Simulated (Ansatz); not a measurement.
Structure (in its standard cell), the geometry relaxed with DFT LDA, scalar-relativistic, plane waves, PAW (Ansatz); the starting structure was generated, so it need not be a known form of this composition:

```
Sn Ge
1.0
     6.79166    0.00000    0.00000
     0.00000    6.79166    0.00000
     0.00000    0.00000    6.79166
Sn Ge
8 4
Direct
  0.25000 0.25000 0.75000
  0.25000 0.75000 0.75000
  0.25000 0.75000 0.25000
  0.25000 0.25000 0.25000
  0.75000 0.25000 0.25000
  0.75000 0.75000 0.25000
  0.75000 0.75000 0.75000
  0.75000 0.25000 0.75000
  0.00000 0.00000 0.00000
  0.00000 0.50000 0.50000
  0.50000 0.00000 0.50000
  0.50000 0.50000 0.00000
```

Question: Predict the [001] zone-axis pattern (200 kV, kinematic, B = 0.5 Å²).

Answer: The spots form a square net with both shortest vectors at d = 3.40 Å, 90.0° apart. They are 2 0 0 and 0 2 0. The pattern has symmetry 4mm. The lattice centring (F) removes all reflections that break h + k = 2n, h + l = 2n.

Strongest reflections with d > 1.04 Å, one of each family (|F|² from tabulated Gaussian fits of the electron scattering factors, times a small damping for the curvature of the Ewald sphere):

| hkl | d (Å) | I (strongest = 100) |
| --- | --- | --- |
| 2 2 0 | 2.401 | 100 |
| 4 0 0 | 1.698 | 51 |
| 2 0 0 | 3.396 | 42 |
| 4 4 0 | 1.201 | 22 |
| 6 2 0 | 1.074 | 16 |
| 4 2 0 | 1.519 | 10 |

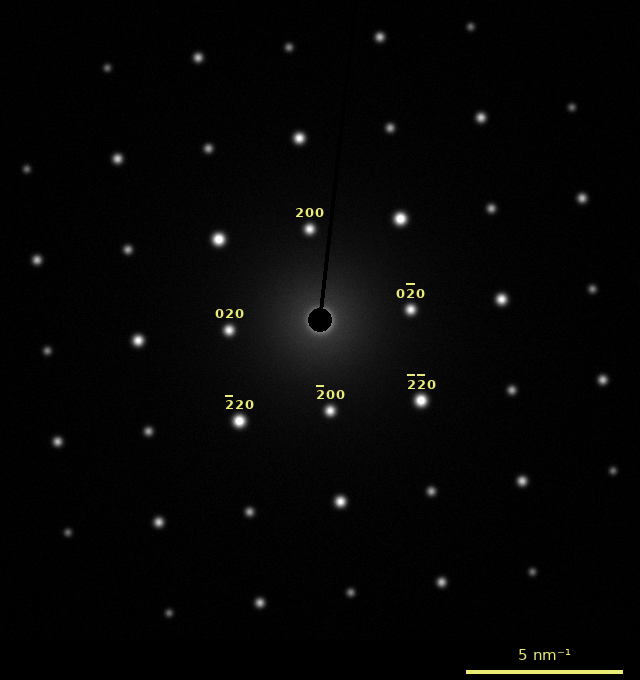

Calculated pattern, seen from the source side with [001] pointing towards the source.
